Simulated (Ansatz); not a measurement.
# One shape, several levels: CHF (SMILES [CH]F)

Wanted: a comparison of 6 runs (HF/STO-3G, BLYP/STO-3G, PBE/STO-3G, PBE0/STO-3G, UPBE0/STO-3G, FCI/STO-3G) of CHF. 

The results are computed with Ansatz 0.2.0.

55 further runs of the same task are left out: 6 that didn't finish, 49 set aside as unsound or not needed.

### 1 The structure to begin with

The species is CHF (3 atoms), meant as a singlet with charge 0. SMILES: `[CH]F`. The F2–C1 distance was set to 1.645 Å, away from the relaxed value.

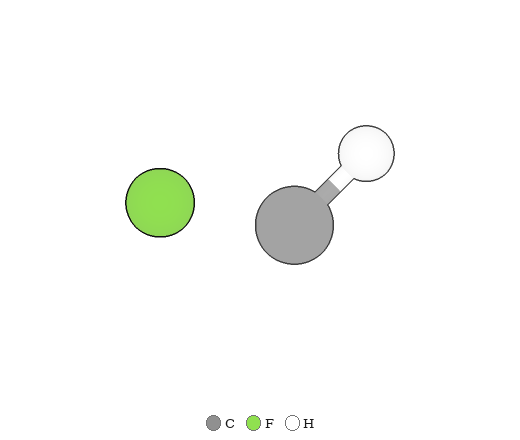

The structure, seen from a chosen angle (carbon grey, fluorine green, hydrogen white).

### 2 The energy at HF/STO-3G (run 1)

input.yaml

```yaml
crystal:
  periodic: [false, false, false]
  atoms:
    - {symbol: C, position_ang: [-0.402552, -0.446163, -0.265497]}
    - {symbol: F, position_ang: [0.969610, -0.011280, 0.530170]}
    - {symbol: H, position_ang: [-1.115892, 0.283497, -0.582927]}
basis:
  gaussian:
    orbitals: STO-3G
accuracy: high
magnetization:
  spin_polarized: false
  initial_magnetization: 0
hamiltonian:
  xc: hf
```

The run is started by

```
ansatz run input.yaml --threads 1 --pin off --max-ram 2610MiB --events-out events.jsonl --progress --plain --runs-dir runs
```

Standard output:

```text
Warning: RAYON_NUM_THREADS=1 ignored (pool sized by the plan → 1); use --threads N
Functional definition: HF
  name "HF"
  exchange = exact_x
  correlation = 0
167 factors; integrals over basis functions are off by at most 3.9e-8 eV
mean field evaluation 1: about -3691.3285 eV, gradient 2.3e1 eV
mean field evaluation 2: about -3691.3897 eV, gradient 2.3e1 eV
mean field evaluation 4: about -3694.5933 eV, gradient 3.2e0 eV
mean field evaluation 8: about -3694.7702 eV, gradient 1.0e-1 eV
mean field -3694.77031272 eV, -135.7803045873 hartree, gradient 2.5e-8 eV, S^2 0.000000; 0 other end points of the search recorded, 0 dependent functions left out
reference -3694.77031272 eV, -135.7803045873 hartree; 8, 8 occupied and 3, 3 virtual orbitals, 167 factors
Total energy: -3694.77031272 eV, -135.7803045873 hartree
```

It took 0.06 s on 1 thread of Arm Neoverse V1, shared host.

### 3 The energy at BLYP/STO-3G (run 2)

in.yaml

```yaml
crystal:
  periodic: [false, false, false]
  atoms:
    - symbol: C
      position_ang: [-0.402552, -0.446163, -0.265497]
    - symbol: F
      position_ang: [0.969610, -0.011280, 0.530170]
    - symbol: H
      position_ang: [-1.115892, 0.283497, -0.582927]
basis:
  gaussian: {orbitals: STO-3G}
hamiltonian: {xc: {name: BLYP}}
accuracy: high
```

The run is started by

```
ansatz run in.yaml --threads 1 --pin off --max-ram 2610MiB --events-out events.jsonl --progress --plain --runs-dir runs
```

Standard output:

```text
Warning: RAYON_NUM_THREADS=1 ignored (pool sized by the plan → 1); use --threads N
Functional definition: BLYP
  name "BLYP"
  parameter beta = 0.0042
  parameter a = 0.04918
  parameter b = 0.132
  parameter c = 0.2533
  parameter d = 0.349
  exchange = b88_x(beta = beta)
  correlation = lyp_c(a = a, b = b, c = c, d = d)
167 factors; integrals over basis functions are off by at most 3.9e-8 eV
mean field evaluation 1: about -3710.3057 eV, gradient 7.8e0 eV
mean field evaluation 2: about -3708.4401 eV, gradient 2.2e1 eV
mean field evaluation 4: about -3710.5110 eV, gradient 3.9e0 eV
mean field evaluation 8: about -3710.5105 eV, gradient 4.0e-2 eV
mean field evaluation 16: about -3710.5105 eV, gradient 9.8e-7 eV
mean field -3710.51050450 eV, -136.3587459659 hartree, gradient 8.1e-9 eV, S^2 0.000000; 0 other end points of the search recorded, 0 dependent functions left out
reference -3710.51052774 eV, -136.3587468201 hartree; 8, 8 occupied and 3, 3 virtual orbitals, 167 factors
Total energy: -3710.51052774 eV, -136.3587468201 hartree
```

Run time: 0.48 s. Hardware: 1 thread of Arm Neoverse V1, shared host.

Runs 3 to 5 aren't shown in full; the table further down has their settings and results.

### 4 The energy at FCI/STO-3G (run 6)

molecule.yaml

```yaml
crystal:
  periodic: [false, false, false]
  atoms:
    - {symbol: C, position_ang: [-0.402552, -0.446163, -0.265497]}
    - {symbol: F, position_ang: [0.969610, -0.011280, 0.530170]}
    - {symbol: H, position_ang: [-1.115892, 0.283497, -0.582927]}
basis:
  gaussian:
    orbitals: STO-3G
correlation:
  method: fci
  frozen_orbitals: {C: 1, F: 1, H: 0}
accuracy: high
```

The run is started by

```
ansatz run molecule.yaml --threads 1 --pin off --max-ram 2610MiB --events-out events.jsonl --progress --plain --runs-dir runs
```

Standard output:

```text
Warning: RAYON_NUM_THREADS=1 ignored (pool sized by the plan → 1); use --threads N
Functional definition: HF
  name "HF"
  exchange = exact_x
  correlation = 0
167 factors; integrals over basis functions are off by at most 3.9e-8 eV
mean field evaluation 1: about -3691.3285 eV, gradient 2.3e1 eV
mean field evaluation 2: about -3691.3897 eV, gradient 2.3e1 eV
mean field evaluation 4: about -3694.5933 eV, gradient 3.2e0 eV
mean field evaluation 8: about -3694.7702 eV, gradient 1.0e-1 eV
mean field -3694.77031272 eV, -135.7803045873 hartree, gradient 2.5e-8 eV, S^2 0.000000; 0 other end points of the search recorded, 0 dependent functions left out; unrestricted orbitals would lower it
mean field evaluation 16: about -3694.9052 eV, gradient 7.2e0 eV
2 core orbitals not correlated: weight in the atoms' cores, before any rotation towards them, 1.000 or more for the frozen orbitals, at most 0.000 for the correlated occupied ones
reference -3694.77031272 eV, -135.7803045873 hartree; 6, 6 occupied and 3, 3 virtual orbitals, 167 factors
state -3697.97653889 eV, -135.8981312258 hartree
Total energy: -3697.97653889 eV, -135.8981312258 hartree
```

Run time: 0.36 s. Hardware: 1 thread of Arm Neoverse V1, shared host.

### 5 All runs side by side

```
run         level  frozen core orbitals  energy (Eh)  wall time
  1     HF/STO-3G                     –  -135.780305     0.06 s
  2   BLYP/STO-3G                     –  -136.358747     0.48 s
  3    PBE/STO-3G                     –  -136.252206     0.44 s
  4   PBE0/STO-3G                     –  -136.260783     0.44 s
  5  UPBE0/STO-3G                     –  -136.277235      1.6 s
  6    FCI/STO-3G                     2  -135.898131     0.36 s
```

### 6 Outcome

| quantity | value |
| --- | --- |
| run 6: total energy | -135.89813 Eh |
| run 6: correlation energy (2 core orbitals frozen) | -117.8 mEh |

What this shows: Against full CI in this basis: HF +117.8 mEh. Totals of different functionals can't be ranked against each other. In runs 1, 2, 3, 4, 5, 6 the basis is minimal, so the values are rough. Spin contamination of the reference: run 5 ⟨S²⟩ = 0.70. Where it is this large, the reference is a mixture of spin states, and values that rest on it are in doubt. All runs together took 3.4 s, the longest 1.6 s.
